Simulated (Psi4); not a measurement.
# SiH2O2F2 (SMILES O[Si](O)(F)F): BLYP/def2-SVP

What is the energy change on altering one bond length of SiH2O2F2 at BLYP/def2-SVP? 

Program for the calculation: Psi4 1.11.

2 further runs of the same task are left out: 2 set aside as unsound or not needed.

## 1. The molecule

SiH2O2F2 has 7 atoms, charge 0, and is taken as a singlet. As SMILES, `O[Si](O)(F)F`. Geometry: relaxed at PBE0-D4/def2-TZVP. This is one conformer, not always the lowest.

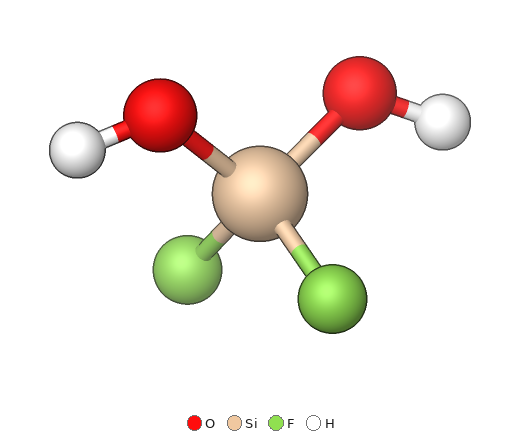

The structure, seen from a chosen angle (oxygen red, silicon light orange, fluorine green, hydrogen white).

## 2. Energy and forces at BLYP/def2-SVP

Input file job.in:

```
memory 1600 MB

molecule molecule1 {
  0 1
  O     -2.12216244     0.83866045     1.68280111
  Si    -0.02097596    -0.03420404    -0.33504844
  O      2.49670616    -0.73056812     1.22208588
  F     -0.91368258    -2.38615718    -1.95322092
  F      0.44975482     2.13879203    -2.33589046
  H     -3.45687600     1.93186702     1.13799307
  H      3.68288724    -1.88689154     0.49510824
  units bohr
  symmetry c1
}

set basis def2-SVP
set puream true
set e_convergence 1e-09
set d_convergence 1e-08
set scf_type pk
set dft_radial_points 99
set dft_spherical_points 590

gradient('blyp')
print_variables()
```

Run with:

```sh
$ psi4 -n 1 job.in job.out
```

job.out:

```text
[...]
  Running in c1 symmetry.
[...]
  Nuclear repulsion =  270.470000842260276
[...]
  Multiplicity = 1
[...]
  Nalpha       = 25
  Nbeta        = 25
[...]
    Number of basis functions: 84
[...]
   @RKS iter   1:  -640.18917733810724    4.67467e-02   1.33631e-02 ADIIS/DIIS
[...]
   @RKS iter  11:  -640.63146829140885   -1.65983e-11   4.51270e-09 DIIS
[...]
    Orbital Energies [Eh]
    ---------------------
    Doubly Occupied:
       1A    -65.569599     2A    -24.283510     3A    -24.283426
       4A    -18.796507     5A    -18.796459     6A     -5.146701
       7A     -3.570159     8A     -3.570055     9A     -3.568148
      10A     -1.072753    11A     -1.049650    12A     -0.923029
      13A     -0.906903    14A     -0.539859    15A     -0.464748
      16A     -0.459199    17A     -0.424388    18A     -0.389979
      19A     -0.380622    20A     -0.362474    21A     -0.349683
      22A     -0.322549    23A     -0.308352    24A     -0.291406
      25A     -0.283921
[...]
  @RKS Final Energy:  -640.63146829140885
   => Energetics <=
    Nuclear Repulsion Energy =            270.4700008422602764
    One-Electron Energy =               -1427.0240965166628939
    Two-Electron Energy =                 575.8961459772293665
    DFT Exchange-Correlation Energy =     -59.9735185942356992
    Empirical Dispersion Energy =           0.0000000000000000
    VV10 Nonlocal Energy =                  0.0000000000000000
    Total Energy =                       -640.6314682914088507
[...]
 Multipole Moments:
 ------------------------------------------------------------------------------------
     Multipole            Electronic (a.u.)      Nuclear  (a.u.)        Total (a.u.)
 ------------------------------------------------------------------------------------
 L = 1.  Multiply by 2.5417464519 to convert [e a0] to [Debye]
 Dipole X            :         -0.3570763            0.3447560           -0.0123203
 Dipole Y            :         -0.1513450            0.1460807           -0.0052643
 Dipole Z            :         -3.0655760            2.9592576           -0.1063184
 Magnitude           :                                                    0.1071593
[...]
  -Total Gradient:
     Atom            X                  Y                   Z
    ------   -----------------  -----------------  -----------------
       1        0.007620568464     0.001124931198    -0.021990902929
       2       -0.001144444143    -0.000478064940    -0.009998090439
       3       -0.012385682411    -0.003257354154    -0.019485694232
       4        0.010390244296     0.027381314392     0.018680221504
       5       -0.005524599678    -0.025323630841     0.023142420641
       6        0.010987984641    -0.008967962792     0.004058520179
       7       -0.009940230514     0.009521346230     0.005623765905
[...]
```

Wall time 8.4 s (1 thread of AMD EPYC 9R45 (Zen 5), shared host); peak memory 1 GiB.

## 3. The distorted shape: a single-point energy at BLYP/def2-SVP

Input file job.inp:

```
memory 1600 MB

molecule {
  0 1
  O     -0.911137     0.270272     0.976979
  Si     0.200763    -0.191628    -0.090821
  O      1.533063    -0.560128     0.733179
  F     -0.271637    -1.436228    -0.947121
  F      0.449863     0.958272    -1.149621
  H     -1.829300     1.022300     0.602200
  H      2.160763    -1.172028     0.348479
  symmetry c1
}

set {
  basis                def2-SVP
  puream               true
  e_convergence        1e-09
  d_convergence        1e-08
  scf_type             pk
  dft_radial_points    99
  dft_spherical_points 590
}

E = energy('blyp')
```

Run with:

```sh
$ psi4 -i job.inp -o job.out -n 1
```

job.out:

```text
[...]
  Running in c1 symmetry.
[...]
  Nuclear repulsion =  268.897854627139282
[...]
  Multiplicity = 1
[...]
  Nalpha       = 25
  Nbeta        = 25
[...]
    Number of basis functions: 84
[...]
   @RKS iter   1:  -640.12946606017260   -1.19675e-03   1.34039e-02 ADIIS/DIIS
[...]
   @RKS iter  13:  -640.59337960043729   -6.82121e-13   1.82228e-09 DIIS
[...]
    Orbital Energies [Eh]
    ---------------------
    Doubly Occupied:
       1A    -65.565376     2A    -24.280371     3A    -24.279554
       4A    -18.805315     5A    -18.795722     6A     -5.142709
       7A     -3.566182     8A     -3.566087     9A     -3.564082
      10A     -1.069217    11A     -1.046235    12A     -0.916082
      13A     -0.870737    14A     -0.521520    15A     -0.456999
      16A     -0.434625    17A     -0.419561    18A     -0.386235
      19A     -0.377077    20A     -0.358948    21A     -0.346188
      22A     -0.318053    23A     -0.302027    24A     -0.287465
      25A     -0.275370
[...]
  @RKS Final Energy:  -640.59337960043729
   => Energetics <=
    Nuclear Repulsion Energy =            268.8978546271392815
    One-Electron Energy =               -1424.1939580146020035
    Two-Electron Energy =                 574.5796302782586054
    DFT Exchange-Correlation Energy =     -59.8769064912332496
    Empirical Dispersion Energy =           0.0000000000000000
    VV10 Nonlocal Energy =                  0.0000000000000000
    Total Energy =                       -640.5933796004372880
[...]
 Multipole Moments:
 ------------------------------------------------------------------------------------
     Multipole            Electronic (a.u.)      Nuclear  (a.u.)        Total (a.u.)
 ------------------------------------------------------------------------------------
 L = 1.  Multiply by 2.5417464519 to convert [e a0] to [Debye]
 Dipole X            :         -0.2564951            0.1461828           -0.1103123
 Dipole Y            :         -0.2372783            0.3087235            0.0714452
 Dipole Z            :         -3.0018724            2.8782033           -0.1236691
 Magnitude           :                                                    0.1804640
[...]
```

Run time: 7.2 s. Hardware: 1 thread of AMD EPYC 9R45 (Zen 5), shared host; peak memory 1 GiB.

## 4. What came out

At BLYP/def2-SVP:

| quantity | value |
| --- | --- |
| first shape: total energy | -640.63147 Eh |
| first shape: dipole moment | 0.27 D |
| first shape: HOMO energy | -7.73 eV |
| first shape: LUMO energy | -0.14 eV |
| first shape: HOMO–LUMO gap | 7.59 eV |
| first shape: largest force on an atom | 1.787 eV/Å |
| distorted shape: total energy | -640.59338 Eh |
| distorted shape: dipole moment | 0.46 D |
| distorted shape: HOMO energy | -7.49 eV |
| distorted shape: LUMO energy | -1.99 eV |
| distorted shape: HOMO–LUMO gap | 5.50 eV |
| energy change with the O1–H6 bond stretched from 0.957 to 1.245 Å | 1.036 eV |

In words: With the O1–H6 bond stretched from 0.957 to 1.245 Å the energy rises by 1.04 eV (100 kJ/mol). The first shape isn't relaxed at this level, so the change isn't measured from a minimum. The largest force (first shape) is 1.79 eV/Å: the shape isn't a stationary point for this species at this level.
